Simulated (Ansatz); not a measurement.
Geometry relaxation of Si$_{2}$H$_{8}$O$_{2}$ (part 1 of 2)

System: Si$_{2}$H$_{8}$O$_{2}$.
Method: RKS PBE0-D4/def2-SVP (Ansatz 0.2.0).

The input holds or restrains some coordinates. It belongs to a series of runs on one base structure; here: pulled along the bonds that form and break, towards end A. Figures and captions count atoms from 1; the log counts them from 0 in places.

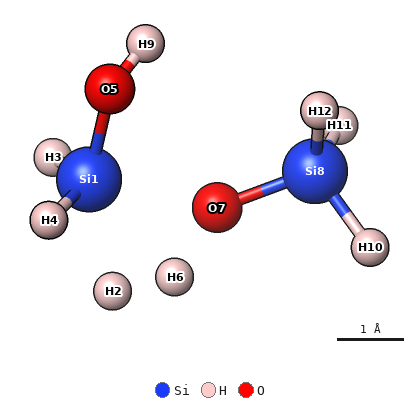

Fig. 1: The structure as given in the input (ball-and-stick view, seen at a tilt; atoms are numbered from 1 in the order of the input).

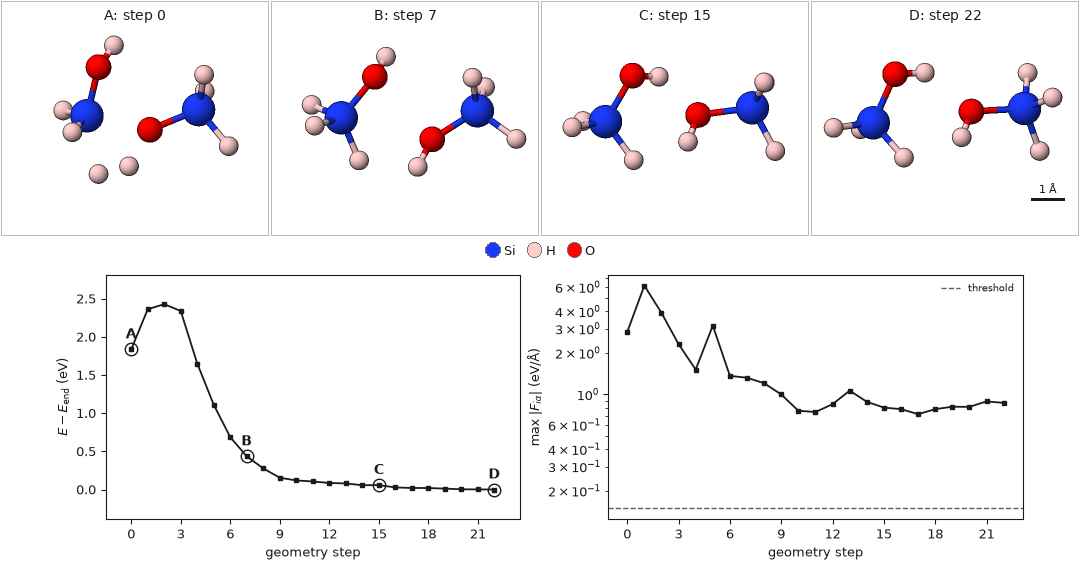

Fig. 2: Frames of the restrained relaxation (ball-and-stick view, seen at a tilt) above the curves, on which the letters mark them (the first geometry is step 0 here and step 1 in the log).

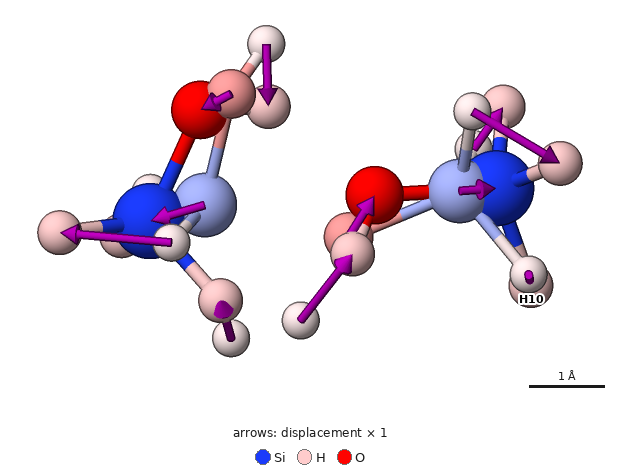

Fig. 3: Start (faint) and end (solid) with the displacements as pink arrows, at true length (ball-and-stick view, seen at a tilt). The two geometries are laid on each other by the best rigid fit. After 22 geometry steps the energy has fallen by 1.835 eV. Largest force component: 2.8 eV/Å at the start, 0.87 eV/Å at the end. H4 moves most after the best rigid fit: 1.53 Å. By element the largest moves are H 1.53 Å, Si 0.76 Å, O 0.67 Å. Among the contacts that change: Si1–H2 1.878 → 1.454 Å, H6–O7 1.283 → 0.968 Å, O7–Si8 1.610 → 1.678 Å, Si1–H3 1.452 → 1.496 Å. New bonds form: H6–O7 (1.28 → 0.97 Å), Si1–H2 (1.88 → 1.45 Å). Among the angles that change: H3–Si1–H4 130.2° → 109.2°, Si1–O5–H9 124.2° → 110.4°, H4–Si1–O5 94.6° → 108.1°. (Atoms are counted from 1 in the order of the input.)

The input that produced these results follows, with the program's output.

**The input**
```yaml
crystal:
  periodic: [false, false, false]
  atoms:
    - { symbol: Si, position_ang: [-0.5029, -0.3494, 1.4544] }
    - { symbol: H, position_ang: [1.2576, 0.2131, 1.7865] }
    - { symbol: H, position_ang: [-0.074, -1.7095, 1.7262] }
    - { symbol: H, position_ang: [-0.9506, 0.6864, 2.3582] }
    - { symbol: O, position_ang: [-1.9069, -0.4323, 0.6477] }
    - { symbol: H, position_ang: [1.3999, 0.3467, 0.826] }
    - { symbol: O, position_ang: [0.6352, 0.17, -0.1893] }
    - { symbol: Si, position_ang: [0.5559, 0.4404, -1.7747] }
    - { symbol: H, position_ang: [-2.0329, -0.9225, -0.1628] }
    - { symbol: H, position_ang: [1.4962, 1.5284, -2.0451] }
    - { symbol: H, position_ang: [0.9374, -0.7837, -2.4887] }
    - { symbol: H, position_ang: [-0.815, 0.8123, -2.1385] }
basis:
  gaussian: { orbitals: def2-SVP }
hamiltonian:
  xc: pbe0
  dispersion: d4
relax:
  f_tol: 0.15
  max_steps: 25
  restrain:
    - { distance: [0, 6], at: 3.07, k: 30.0 }
    - { distance: [5, 1], at: 1.92, k: 30.0 }
    - { distance: [0, 1], at: 1.42, k: 30.0 }
    - { distance: [5, 6], at: 0.97, k: 30.0 }
```

Launched with:
```bash
ansatz run input.yaml --threads 2 --pin off --max-ram 3072MiB --backend cpu --events-out ev --progress --plain --runs-dir out
```

**The program's output**
```
The last accepted step is kept in [file] (removed where the run ends without a failure and the disk answers)
Engine: ansatz 0.2.0, x86_64-unknown-linux-gnu
Functional definition: PBE0
  parameter a = 0.25
  parameter kappa = 0.804
  parameter beta = 0.06672455060314922
  exchange = (1 - a)*pbe_x(kappa = kappa, mu = beta*pi^2/3) + a*exact_x
  correlation = pbe_c(beta = beta)
1060 factors; integrals over basis functions are off by at most 4.9e-4 eV
mean field evaluation 1: about -19953.2710 eV, gradient 6.1e1 eV
mean field evaluation 2: about -19940.6425 eV, gradient 1.0e2 eV
mean field evaluation 4: about -19959.6783 eV, gradient 6.3e0 eV
mean field evaluation 8: about -19959.7477 eV, gradient 1.9e-2 eV
mean field -19959.74768444 eV, -733.5071982001 hartree, gradient 1.6e-5 eV, S^2 0.000000; 0 other end points of the search recorded, 0 dependent functions left out
the calculation of the forces begins
reference -19959.74771482 eV, -733.5071993168 hartree; 26, 26 occupied and 78, 78 virtual orbitals, 1060 factors
relax step   1: F+E_penalty+E_count = -19959.96416236 eV  Δ(F+E_penalty+E_count) = +0.000e0 eV  max|allowed force component| = 2.835e0 eV/Å  E_restraint = 32.99754100 eV  max|allowed force component, restraints' pulls added| = 3.426e1 eV/Å  Δτ_max = 0.0000 Å  (23 SCF iters, accepted)
  distance Si 0 - O 6 = 2.0656 Å
  distance H 5 - H 1 = 0.9801 Å
  distance Si 0 - H 1 = 1.8778 Å
  distance H 5 - O 6 = 1.2833 Å
these checks for a lower state are left out or cut short: starts, cluster_reference, orbital_swaps, neighbouring_geometries, increment
1060 factors; integrals over basis functions are off by at most 1.2e-3 eV
mean field evaluation 16: about -19959.2370 eV, gradient 9.4e-1 eV
mean field -19959.23664726 eV, -733.4884179302 hartree, gradient 1.6e-5 eV, S^2 0.000000; 0 other end points of the search recorded, 0 dependent functions left out
[... from here on the field's lines of each further geometry are left out, up to the last ...]
relax step   2: F+E_penalty+E_count = -19959.43792706 eV  Δ(F+E_penalty+E_count) = +5.262e-1 eV  max|allowed force component| = 6.147e0 eV/Å  E_restraint = 16.48884568 eV  max|allowed force component, restraints' pulls added| = 2.349e1 eV/Å  Δτ_max = 0.1949 Å  (28 SCF iters, accepted)
relax step   3: F+E_penalty+E_count = -19959.37102620 eV  Δ(F+E_penalty+E_count) = +6.690e-2 eV  max|allowed force component| = 3.902e0 eV/Å  E_restraint = 5.14364371 eV  max|allowed force component, restraints' pulls added| = 9.431e0 eV/Å  Δτ_max = 0.1947 Å  (28 SCF iters, accepted)
relax step   4: F+E_penalty+E_count = -19959.46054361 eV  Δ(F+E_penalty+E_count) = -8.952e-2 eV  max|allowed force component| = 2.315e0 eV/Å  E_restraint = 0.68712462 eV  max|allowed force component, restraints' pulls added| = 4.351e0 eV/Å  Δτ_max = 0.1945 Å  (27 SCF iters, accepted)
relax step   5: F+E_penalty+E_count = -19960.14847888 eV  Δ(F+E_penalty+E_count) = -6.879e-1 eV  max|allowed force component| = 1.513e0 eV/Å  E_restraint = 0.11093722 eV  max|allowed force component, restraints' pulls added| = 1.404e0 eV/Å  Δτ_max = 0.1982 Å  (27 SCF iters, accepted)
relax step   6: F+E_penalty+E_count = -19960.68902201 eV  Δ(F+E_penalty+E_count) = -5.405e-1 eV  max|allowed force component| = 3.155e0 eV/Å  E_restraint = 0.01918593 eV  max|allowed force component, restraints' pulls added| = 2.742e0 eV/Å  Δτ_max = 0.1950 Å  (27 SCF iters, accepted)
relax step   7: F+E_penalty+E_count = -19961.11349329 eV  Δ(F+E_penalty+E_count) = -4.245e-1 eV  max|allowed force component| = 1.363e0 eV/Å  E_restraint = 0.01501972 eV  max|allowed force component, restraints' pulls added| = 1.112e0 eV/Å  Δτ_max = 0.1951 Å  (27 SCF iters, accepted)
relax step   8: F+E_penalty+E_count = -19961.36460256 eV  Δ(F+E_penalty+E_count) = -2.511e-1 eV  max|allowed force component| = 1.321e0 eV/Å  E_restraint = 0.02052441 eV  max|allowed force component, restraints' pulls added| = 1.141e0 eV/Å  Δτ_max = 0.1948 Å  (26 SCF iters, accepted)
relax step   9: F+E_penalty+E_count = -19961.52191245 eV  Δ(F+E_penalty+E_count) = -1.573e-1 eV  max|allowed force component| = 1.206e0 eV/Å  E_restraint = 0.02155910 eV  max|allowed force component, restraints' pulls added| = 9.691e-1 eV/Å  Δτ_max = 0.2000 Å  (25 SCF iters, accepted)
relax step  10: F+E_penalty+E_count = -19961.64410775 eV  Δ(F+E_penalty+E_count) = -1.222e-1 eV  max|allowed force component| = 9.998e-1 eV/Å  E_restraint = 0.01659923 eV  max|allowed force component, restraints' pulls added| = 5.691e-1 eV/Å  Δτ_max = 0.2000 Å  (26 SCF iters, accepted)
relax step  11: F+E_penalty+E_count = -19961.67960837 eV  Δ(F+E_penalty+E_count) = -3.550e-2 eV  max|allowed force component| = 7.616e-1 eV/Å  E_restraint = 0.01612036 eV  max|allowed force component, restraints' pulls added| = 1.891e-1 eV/Å  Δτ_max = 0.1931 Å  (26 SCF iters, accepted)
relax step  12: F+E_penalty+E_count = -19961.69333384 eV  Δ(F+E_penalty+E_count) = -1.373e-2 eV  max|allowed force component| = 7.456e-1 eV/Å  E_restraint = 0.01838881 eV  max|allowed force component, restraints' pulls added| = 1.113e-1 eV/Å  Δτ_max = 0.1604 Å  (26 SCF iters, accepted)
relax step  13: F+E_penalty+E_count = -19961.71284309 eV  Δ(F+E_penalty+E_count) = -1.951e-2 eV  max|allowed force component| = 8.500e-1 eV/Å  E_restraint = 0.02071260 eV  max|allowed force component, restraints' pulls added| = 2.973e-1 eV/Å  Δτ_max = 0.1946 Å  (26 SCF iters, accepted)
relax step  14: F+E_penalty+E_count = -19961.71876240 eV  Δ(F+E_penalty+E_count) = -5.919e-3 eV  max|allowed force component| = 1.065e0 eV/Å  E_restraint = 0.01499419 eV  max|allowed force component, restraints' pulls added| = 7.210e-1 eV/Å  Δτ_max = 0.1985 Å  (26 SCF iters, accepted)
relax step  15: F+E_penalty+E_count = -19961.74217430 eV  Δ(F+E_penalty+E_count) = -2.341e-2 eV  max|allowed force component| = 8.850e-1 eV/Å  E_restraint = 0.02464984 eV  max|allowed force component, restraints' pulls added| = 4.865e-1 eV/Å  Δτ_max = 0.1300 Å  (24 SCF iters, accepted)
relax step  16: F+E_penalty+E_count = -19961.74089581 eV  Δ(F+E_penalty+E_count) = +1.278e-3 eV  max|allowed force component| = 8.025e-1 eV/Å  E_restraint = 0.01896125 eV  max|allowed force component, restraints' pulls added| = 4.385e-1 eV/Å  Δτ_max = 0.1191 Å  (26 SCF iters, accepted)
relax step  17: F+E_penalty+E_count = -19961.77137760 eV  Δ(F+E_penalty+E_count) = -3.048e-2 eV  max|allowed force component| = 7.823e-1 eV/Å  E_restraint = 0.01931527 eV  max|allowed force component, restraints' pulls added| = 1.227e-1 eV/Å  Δτ_max = 0.1998 Å  (26 SCF iters, accepted)
relax step  18: F+E_penalty+E_count = -19961.77842886 eV  Δ(F+E_penalty+E_count) = -7.051e-3 eV  max|allowed force component| = 7.197e-1 eV/Å  E_restraint = 0.02599412 eV  max|allowed force component, restraints' pulls added| = 3.402e-1 eV/Å  Δτ_max = 0.1670 Å  (25 SCF iters, accepted)
relax step  19: F+E_penalty+E_count = -19961.77879079 eV  Δ(F+E_penalty+E_count) = -3.619e-4 eV  max|allowed force component| = 7.821e-1 eV/Å  E_restraint = 0.01889420 eV  max|allowed force component, restraints' pulls added| = 1.713e-1 eV/Å  Δτ_max = 0.0324 Å  (24 SCF iters, accepted)
relax step  20: F+E_penalty+E_count = -19961.78673156 eV  Δ(F+E_penalty+E_count) = -7.941e-3 eV  max|allowed force component| = 8.145e-1 eV/Å  E_restraint = 0.01838443 eV  max|allowed force component, restraints' pulls added| = 2.438e-2 eV/Å  Δτ_max = 0.1497 Å  (23 SCF iters, accepted)
relax step  21: F+E_penalty+E_count = -19961.79575152 eV  Δ(F+E_penalty+E_count) = -9.020e-3 eV  max|allowed force component| = 8.127e-1 eV/Å  E_restraint = 0.02519147 eV  max|allowed force component, restraints' pulls added| = 4.323e-1 eV/Å  Δτ_max = 0.1953 Å  (25 SCF iters, accepted)
relax step  22: F+E_penalty+E_count = -19961.79673607 eV  Δ(F+E_penalty+E_count) = -9.846e-4 eV  max|allowed force component| = 8.899e-1 eV/Å  E_restraint = 0.02001973 eV  max|allowed force component, restraints' pulls added| = 1.709e-1 eV/Å  Δτ_max = 0.0552 Å  (22 SCF iters, accepted)
the calculation of the forces begins
reference -19961.63222697 eV, -733.5764538610 hartree; 26, 26 occupied and 78, 78 virtual orbitals, 1060 factors
relax step  23: F+E_penalty+E_count = -19961.79905404 eV  Δ(F+E_penalty+E_count) = -2.318e-3 eV  max|allowed force component| = 8.685e-1 eV/Å  E_restraint = 0.01791675 eV  max|allowed force component, restraints' pulls added| = 2.488e-2 eV/Å  Δτ_max = 0.0770 Å  (23 SCF iters, accepted)
  distance Si 0 - O 6 = 3.0731 Å
  distance H 5 - H 1 = 1.9224 Å
  distance Si 0 - H 1 = 1.4543 Å
  distance H 5 - O 6 = 0.9676 Å
1060 factors; integrals over basis functions are off by at most 8.0e-4 eV
mean field evaluation 160: about -19945.4661 eV, gradient 9.4e1 eV
mean field -19961.63219481 eV, -733.5764526790 hartree, gradient 1.7e-5 eV, S^2 0.000000; 1 other end points of the search recorded, 0 dependent functions left out
the calculation of the forces begins
reference -19961.63222697 eV, -733.5764538610 hartree; 26, 26 occupied and 78, 78 virtual orbitals, 1060 factors
Total energy: -19961.79908620 eV, -733.5825858246 hartree
Atom 0 at    -0.584810    -0.465874     2.196397 Å, force    -0.533023    -0.867245     0.296331 eV/Å
Atom 1 at     0.154237     0.748310     1.889130 Å, force     0.520092     0.868474    -0.120485 eV/Å
Atom 2 at     0.422812    -1.558477     2.367881 Å, force     0.000020     0.001787     0.001702 eV/Å
Atom 3 at    -1.308739    -0.259928     3.481262 Å, force    -0.002354    -0.007729     0.001214 eV/Å
Atom 4 at    -1.707835    -0.772805     1.017665 Å, force    -0.009019    -0.015137    -0.010660 eV/Å
Atom 5 at     0.401379     0.803932    -0.016519 Å, force    -0.012846    -0.031632    -0.117707 eV/Å
Atom 6 at     0.228096     0.145028    -0.703613 Å, force     0.027913     0.052030    -0.048025 eV/Å
Atom 7 at     0.801655     0.453502    -2.250499 Å, force     0.007937     0.001092    -0.012218 eV/Å
Atom 8 at    -1.310521    -0.674749     0.137387 Å, force    -0.002714     0.001483     0.010895 eV/Å
Atom 9 at     2.214103     0.936907    -2.197060 Å, force     0.003242    -0.005902     0.002675 eV/Å
Atom 10 at     0.721876    -0.838710    -2.981133 Å, force    -0.006961     0.002305    -0.001970 eV/Å
Atom 11 at    -0.032353     1.482764    -2.940998 Å, force     0.007715     0.000473    -0.001751 eV/Å
Dipole moment:     0.386876     0.310931    -0.266602 e Å
```

**Trajectory as extended XYZ (Å, eV, eV/Å), 23 frames, from step=1 to step=23**
```
12
Properties=species:S:1:pos:R:3:forces:R:3 step=1 energy=-19959.96416
Si   -0.5029   -0.3494    1.4544    2.1264   0.8664  -2.1354
H     1.2576    0.2131    1.7865    0.4366   0.1266   0.2869
H    -0.0740   -1.7095    1.7262    0.3132  -0.4939   0.4790
H    -0.9506    0.6864    2.3582    0.2474   0.3866   0.8280
O    -1.9069   -0.4323    0.6477   -1.3379   0.0468  -0.7033
H     1.3999    0.3467    0.8260   -0.8090  -0.3851   0.8122
O     0.6352    0.1700   -0.1893   -0.9509  -0.6996   2.8348
Si    0.5559    0.4404   -1.7747    0.0085   0.1449  -1.1156
H    -2.0329   -0.9225   -0.1628    0.0360  -0.2308  -0.1501
H     1.4962    1.5284   -2.0451    0.3211   0.4385  -0.3935
H     0.9374   -0.7837   -2.4887    0.1363  -0.3666  -0.4788
H    -0.8150    0.8123   -2.1385   -0.5277   0.1662  -0.2642
12
Properties=species:S:1:pos:R:3:forces:R:3 step=2 energy=-19959.43793
Si   -0.5150   -0.3657    1.5765    1.8274   0.4290  -1.9897
H     1.1375    0.1598    1.9304   -0.4539  -0.0709  -0.5268
H    -0.0694   -1.7203    1.7363    0.0389  -1.0751   0.5777
H    -0.9527    0.6988    2.3784   -0.6633   0.9553   1.5654
O    -1.9005   -0.4293    0.6567   -0.0687   0.1949  -0.4271
H     1.4033    0.3627    0.6559   -1.9543  -0.4869  -1.7413
O     0.7438    0.2080   -0.2691    0.8097  -0.6567   6.1470
Si    0.5603    0.4488   -1.8153    0.3246   0.4989  -2.2101
H    -2.0259   -0.9236   -0.1598    0.2219  -0.1005   0.1851
H     1.5004    1.5347   -2.0530    0.3638   0.6278  -0.8056
H     0.9392   -0.7883   -2.4961    0.0690  -0.4329  -0.6475
H    -0.8212    0.8142   -2.1410   -0.5151   0.1171  -0.1271
12
Properties=species:S:1:pos:R:3:forces:R:3 step=3 energy=-19959.37103
Si   -0.5339   -0.3932    1.7421    0.9028  -0.2149  -3.1093
H     0.9857    0.1006    2.0284   -0.5168  -0.0593  -0.5555
H    -0.0721   -1.7437    1.7480   -0.2287  -1.5422   0.8099
H    -0.9739    0.7195    2.4122   -1.4788   1.5271   2.2061
O    -1.8825   -0.4217    0.6600    1.0167   0.3917   0.4482
H     1.4230    0.3872    0.4638   -0.0993   0.1425  -0.3757
O     0.8836    0.2508   -0.3301   -0.3379  -1.1349   3.9019
Si    0.5707    0.4593   -1.8533    0.3018   0.5019  -1.7684
H    -2.0179   -0.9251   -0.1536    0.4608  -0.0739   0.3772
H     1.5056    1.5461   -2.0708    0.3703   0.8157  -1.2109
H     0.9389   -0.7945   -2.5072   -0.0037  -0.4251  -0.7049
H    -0.8275    0.8147   -2.1397   -0.3872   0.0714  -0.0184
12
Properties=species:S:1:pos:R:3:forces:R:3 step=4 energy=-19959.46054
Si   -0.5904   -0.4373    1.8607   -0.0639   0.2516  -2.3150
H     0.8061    0.0371    2.0678    0.8493   0.4199  -0.5526
H    -0.1009   -1.8174    1.7915   -0.6000  -0.9938   0.9776
H    -1.0548    0.7673    2.5103   -1.0548   0.0287   1.4993
O    -1.8193   -0.4038    0.6926    0.3064   0.1599  -0.2616
H     1.5197    0.4317    0.3573    0.8391   0.5186   1.1713
O     1.0212    0.2747   -0.4094   -1.2666  -1.4264   1.3484
Si    0.5886    0.4778   -1.9218    0.5142   0.3972  -0.5546
H    -1.9814   -0.9232   -0.1159    0.6179   0.1490   0.7803
H     1.5175    1.5868   -2.1452    0.0927   0.6466  -1.3876
H     0.9342   -0.8090   -2.5483   -0.0980  -0.1837  -0.7105
H    -0.8404    0.8152   -2.1398   -0.1363   0.0325   0.0050
12
Properties=species:S:1:pos:R:3:forces:R:3 step=5 energy=-19960.14848
Si   -0.6276   -0.4218    1.9082   -0.0479  -0.9079  -1.5133
H     0.7613    0.0357    2.0408    0.8799   0.5260  -0.5142
H    -0.1974   -1.9049    1.9187   -0.8157   0.4228   0.8878
H    -1.1710    0.7167    2.6628   -0.6088  -0.4019   1.0782
O    -1.7893   -0.3719    0.7031    0.0844   0.2852  -0.3709
H     1.5914    0.4548    0.3556    0.0454   0.3506  -0.0490
O     1.1105    0.2635   -0.4413   -0.6702  -0.9281   0.6941
Si    0.6327    0.4976   -1.9752    0.5985   0.3088   0.3252
H    -1.9278   -0.9268   -0.0795    0.5545   0.0994   0.5784
H     1.5285    1.6571   -2.3063   -0.3350  -0.0593  -0.8879
H     0.9300   -0.8169   -2.6424   -0.1104   0.3483  -0.3316
H    -0.8415    0.8168   -2.1446    0.4254  -0.0439   0.1032
```
